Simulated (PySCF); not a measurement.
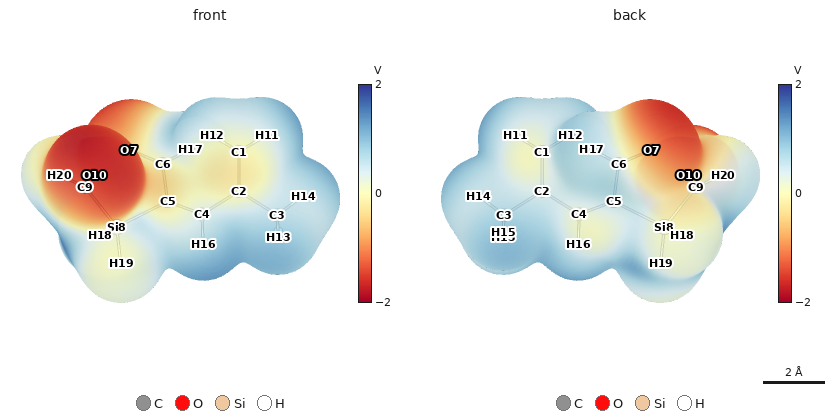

The picture shows: C$_{7}$H$_{10}$O$_{2}$Si (SMILES C=C(C)/C=C(\C=O)[SiH2]C=O). The electrostatic potential painted on the density surface at 0.002 e/bohr³, seen from the front and from behind; red is negative and blue positive.

Geometry: GFN2-xTB.

These are results of PySCF 2.14.0, PBE0/pcSseg-1, SCF density, gas phase, non-relativistic, not measurements.

Input

```
{"job": {"kind": "nmr", "xc": "PBE0", "basis": "pcSseg-1"}, "charge": 0, "multiplicity": 1}
C     -1.411590     1.802491    -0.285886
C     -1.615228     0.511828    -0.552620
C     -2.945641    -0.011328    -1.012238
C     -0.549506    -0.474098    -0.482113
C      0.461175    -0.493444     0.407232
C      0.580820     0.393343     1.545222
O      1.642082     0.543416     2.116006
Si     2.024010    -1.560560     0.309610
C      3.409232    -0.232741     0.174624
O      3.454690     0.570580    -0.721993
H     -2.208687     2.523834    -0.354063
H     -0.436098     2.186221    -0.041143
H     -2.861791    -0.401024    -2.026126
H     -3.696443     0.773567    -1.000911
H     -3.276541    -0.825618    -0.368999
H     -0.593550    -1.258161    -1.229532
H     -0.337802     0.876351     1.921285
H      2.218102    -2.346517     1.525023
H      1.968741    -2.373067    -0.906411
H      4.168877    -0.194394     0.979998
```

Command:

```sh
OMP_NUM_THREADS=1 python probes_run.py task.json out
```

Question: Describe the electrostatic potential map.

Answer: The most negative region (about −1.8 V) lies over O10, the most positive (about +1.3 V) over Si8. O10 is the likeliest acceptor of a hydrogen bond.

Question: How polar is the molecule by this calculation?

Answer: Its dipole moment is 4.47 D.
